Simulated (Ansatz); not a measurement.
# The cluster O3: single points with varied inputs

How do the results and run time of the cluster O3 respond when the settings are drawn wide?

The runs use Ansatz 0.2.0, Gaussian basis; the settings change from run to run.

### 1 The geometry

An earlier PBE-D4 in a triple-zeta def2 set relaxation fixed the geometry.

3 atoms, charge 0, spin multiplicity 1.

Atoms are counted from 1 here; the program's logs count them from 0.

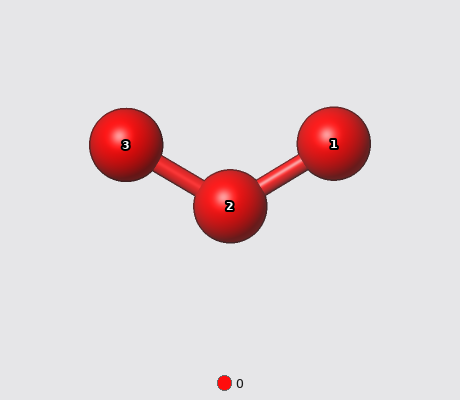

The structure; oxygen red; atoms are numbered from 1 in the order of the file.

### 2 SVWN5/ANO-RCC-VTZP

Options: unrestricted orbitals, atoms shaken by 0.15 Å, finite nuclei, the search for lower states set to full.

Input file in.yaml:

```yaml
crystal:
  periodic: [false, false, false]
  atoms:
    - {symbol: O, position_ang: [0.650600, -0.544634, 0.415106]}
    - {symbol: O, position_ang: [-0.145125, 0.030252, 0.214775]}
    - {symbol: O, position_ang: [-0.949267, 0.824455, -0.676919]}
basis:
  gaussian: {orbitals: ANO-RCC-VTZP, nuclear_model: gaussian}
magnetization: {spin_polarized: true, initial_magnetization: 0}
hamiltonian: {xc: {name: SVWN5}}
scf: {lower_state_search: full}
output: {forces: true}
```

Started as:

```sh
ansatz run in.yaml --threads 2 --pin off --events-out ev --progress --plain --max-ram 4352MiB
```

The log of the run:

```text
Functional definition: SVWN5
  name "SVWN5"
  cite "Dirac, Proc. Camb. Phil. Soc. 26, 376 (1930) doi:10.1017/S0305004100016108"
  cite "Slater, Phys. Rev. 81, 385 (1951) doi:10.1103/PhysRev.81.385"
  cite "Vosko, Wilk & Nusair, Can. J. Phys. 58, 1200 (1980) doi:10.1139/p80-159"
  exchange = slater_x
  correlation = vwn5_c
636 factors; their error is unknown
mean field evaluation 1: about -6086.7446 eV, gradient 4.5e1 eV
mean field evaluation 2: about -5971.7227 eV, gradient 1.4e2 eV
mean field evaluation 4: about -6091.6855 eV, gradient 2.7e1 eV
mean field evaluation 8: about -6094.1871 eV, gradient 6.0e-1 eV
mean field evaluation 16: about -6094.1647 eV, gradient 2.0e-4 eV
mean field evaluation 32: about -6094.1748 eV, gradient 1.2e-5 eV
mean field evaluation 64: about -6093.6135 eV, gradient 1.1e0 eV
mean field evaluation 96: about -6057.6824 eV, gradient 6.2e1 eV
mean field -6094.17479476 eV, -223.9567929275 hartree, gradient 1.2e-5 eV, S^2 0.201068; 13 other end points of the search recorded, 0 dependent functions left out
the calculation of the forces begins
reference -6094.17484330 eV, -223.9567947112 hartree; 12, 12 occupied and 78, 78 virtual orbitals, 636 factors
Total energy: -6094.17484330 eV, -223.9567947112 hartree
Relativity: scalar
Atom 0 at     0.650600    -0.544634     0.415106 Å, force    25.919973   -17.064218     1.153050 eV/Å
Atom 1 at    -0.145125     0.030252     0.214775 Å, force   -27.922144    17.396902     1.943094 eV/Å
Atom 2 at    -0.949267     0.824455    -0.676919 Å, force     2.002171    -0.332684    -3.096144 eV/Å
Dipole moment:     0.282258    -0.256487     0.240964 e Å
```

Wall time 3.8 s (2 threads of Arm Neoverse V1, shared host).

Largest force 32.956 eV/Å, dipole 2.17 D, ⟨S²⟩ 0.201. The spin excess of 0.20 shows a contaminated determinant.

### 3 PBEsol/6-31G

Options: charge -1, multiplicity 2, D3(BJ) with three-body dispersion, relativity set to scalar.

Input file in.yaml:

```yaml
crystal:
  periodic: [false, false, false]
  atoms:
    - {symbol: O, position_ang: [0.945504, -0.490708, 0.327845]}
    - {symbol: O, position_ang: [-0.238012, -0.022259, 0.363949]}
    - {symbol: O, position_ang: [-0.707492, 0.512977, -0.691784]}
basis:
  gaussian: {orbitals: 6-31G}
total_charge: -1
magnetization: {spin_polarized: true, initial_magnetization: 1}
hamiltonian: {xc: {name: PBEsol}, dispersion: d3bjatm, pseudopotentials: {relativity: scalar}}
scf: {omitted_lower_state_checks: [starts]}
```

Same command.

The log of the run:

```text
Functional definition: PBEsol
  name "PBEsol"
  cite "Perdew et al., Phys. Rev. Lett. 100, 136406 (2008) doi:10.1103/PhysRevLett.100.136406"
  cite "Perdew, Burke & Ernzerhof, Phys. Rev. Lett. 77, 3865 (1996) doi:10.1103/PhysRevLett.77.3865"
  parent pbesol
  exchange = pbesol_x
  correlation = pbesol_c
these checks for a lower state are left out or cut short: starts
303 factors; their error is unknown
mean field evaluation 1: about -6106.5864 eV, gradient 3.5e1 eV
mean field evaluation 2: about -6088.1661 eV, gradient 8.1e1 eV
mean field evaluation 4: about -6111.3841 eV, gradient 1.7e0 eV
mean field evaluation 8: about -6111.3951 eV, gradient 9.5e-3 eV
mean field evaluation 16: about -6111.3588 eV, gradient 8.3e-6 eV
a density is far from that of the atoms, so the factors are made again for it
263 factors; integrals over basis functions are off by at most 5.3e-5 eV
mean field -6111.35714307 eV, -224.5882325812 hartree, gradient 4.7e-5 eV, S^2 0.750835; 0 other end points of the search recorded, 0 dependent functions left out
reference -6111.35714955 eV, -224.5882328194 hartree; 13, 12 occupied and 14, 15 virtual orbitals, 263 factors
Total energy: -6111.36327167 eV, -224.5884578032 hartree
Relativity: scalar
Checks for a lower state left out: starts
```

Run time: 0.61 s. Hardware: 2 threads of Arm Neoverse V1, shared host.

⟨S²⟩ 0.751.

### 4 SPW92/STO-3G

Input file in.yaml:

```yaml
crystal:
  periodic: [false, false, false]
  atoms:
    - {symbol: O, position_ang: [0.945504, -0.490708, 0.327845]}
    - {symbol: O, position_ang: [-0.238012, -0.022259, 0.363949]}
    - {symbol: O, position_ang: [-0.707492, 0.512977, -0.691784]}
basis:
  gaussian: {orbitals: STO-3G}
hamiltonian: {xc: {name: SPW92}}
scf: {omitted_lower_state_checks: [starts]}
```

The command is unchanged.

The log of the run:

```text
Functional definition: SPW92
  name "SPW92"
  cite "Dirac, Proc. Camb. Phil. Soc. 26, 376 (1930) doi:10.1017/S0305004100016108"
  cite "Slater, Phys. Rev. 81, 385 (1951) doi:10.1103/PhysRev.81.385"
  cite "Perdew & Wang, Phys. Rev. B 45, 13244 (1992) doi:10.1103/PhysRevB.45.13244"
  exchange = slater_x
  correlation = pw_c
these checks for a lower state are left out or cut short: starts
221 factors; integrals over basis functions are off by at most 2.8e-5 eV
mean field evaluation 1: about -6000.6466 eV, gradient 5.1e1 eV
mean field evaluation 2: about -5987.7202 eV, gradient 7.7e1 eV
mean field evaluation 4: about -6006.8419 eV, gradient 1.1e0 eV
mean field evaluation 8: about -6006.8048 eV, gradient 2.6e-1 eV
mean field -6006.80500684 eV, -220.7460124428 hartree, gradient 1.6e-5 eV, S^2 0.000000; 0 other end points of the search recorded, 0 dependent functions left out
reference -6006.80501053 eV, -220.7460125784 hartree; 12, 12 occupied and 3, 3 virtual orbitals, 221 factors
Total energy: -6006.80501053 eV, -220.7460125784 hartree
Checks for a lower state left out: starts
```

It took 0.15 s on 2 threads of Arm Neoverse V1, shared host.

### 5 SVWN5/x2c-TZVPPall

Set apart from the defaults: unrestricted orbitals, atoms shaken by 0.08 Å.

Input file in.yaml:

```yaml
crystal:
  periodic: [false, false, false]
  atoms:
    - {symbol: O, position_ang: [0.887670, -0.577353, 0.185322]}
    - {symbol: O, position_ang: [-0.347097, -0.212762, 0.246894]}
    - {symbol: O, position_ang: [-0.754427, 0.457234, -0.522055]}
basis:
  gaussian: {orbitals: x2c-TZVPPall}
magnetization: {spin_polarized: true, initial_magnetization: 0}
hamiltonian: {xc: {name: SVWN5}}
scf: {omitted_lower_state_checks: [starts]}
output: {forces: true}
```

Same command.

The log of the run:

```text
Functional definition: SVWN5
  name "SVWN5"
  cite "Dirac, Proc. Camb. Phil. Soc. 26, 376 (1930) doi:10.1017/S0305004100016108"
  cite "Slater, Phys. Rev. 81, 385 (1951) doi:10.1103/PhysRev.81.385"
  cite "Vosko, Wilk & Nusair, Can. J. Phys. 58, 1200 (1980) doi:10.1139/p80-159"
  exchange = slater_x
  correlation = vwn5_c
these checks for a lower state are left out or cut short: starts
453 factors; their error is unknown
mean field evaluation 1: about -6093.6421 eV, gradient 3.7e1 eV
mean field evaluation 2: about -6052.9880 eV, gradient 1.0e2 eV
mean field evaluation 4: about -6097.3376 eV, gradient 1.2e1 eV
mean field evaluation 8: about -6097.7741 eV, gradient 1.2e-1 eV
mean field evaluation 16: about -6097.7693 eV, gradient 4.4e-4 eV
mean field -6097.76933342 eV, -224.0888897869 hartree, gradient 7.6e-6 eV, S^2 0.000000; 0 other end points of the search recorded, 0 dependent functions left out
the calculation of the forces begins
reference -6097.76934926 eV, -224.0888903687 hartree; 12, 12 occupied and 81, 81 virtual orbitals, 453 factors
Total energy: -6097.76934926 eV, -224.0888903687 hartree
Relativity: scalar
Atom 0 at     0.887670    -0.577353     0.185322 Å, force     0.568095    -0.168234    -0.027622 eV/Å
Atom 1 at    -0.347097    -0.212762     0.246894 Å, force     4.071059    -7.460977     8.783176 eV/Å
Atom 2 at    -0.754427     0.457234    -0.522055 Å, force    -4.639154     7.629212    -8.755555 eV/Å
Dipole moment:    -0.224126     0.044993     0.041592 e Å
Checks for a lower state left out: starts
```

Wall time 0.71 s (2 threads of Arm Neoverse V1, shared host).

Largest force 12.505 eV/Å, dipole 1.12 D, ⟨S²⟩ 0.000.

### 6 The runs in one table

```tsv
level	charge	multiplicity	geometry	functions	energy (eV)	time
SVWN5/ANO-RCC-VTZP	0	1	shaken	90	-6094.175	3.8 s
PBEsol/6-31G	-1	2	relaxed	27	-6111.363	0.61 s
SPW92/STO-3G	0	1	relaxed	15	-6006.805	0.15 s
SVWN5/x2c-TZVPPall	0	1	shaken	93	-6097.769	0.71 s
```

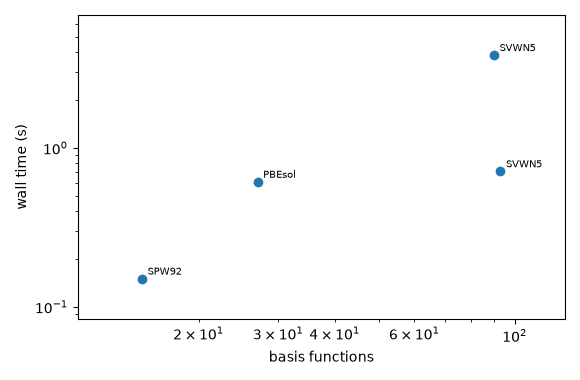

Wall time against the number of basis functions (shared host).

### 7 What came out

| quantity | value |
| --- | --- |
| runs | 4 |
| quickest | SPW92/STO-3G, 0.15 s |
| slowest | SVWN5/ANO-RCC-VTZP, 3.8 s |

**Reading.** The runs differ in state or geometry as well as level, so their energies can't be set against each other. Run time spans a factor of 25, from SPW92/STO-3G to SVWN5/ANO-RCC-VTZP. The jobs differ in tasks and options as well as level.
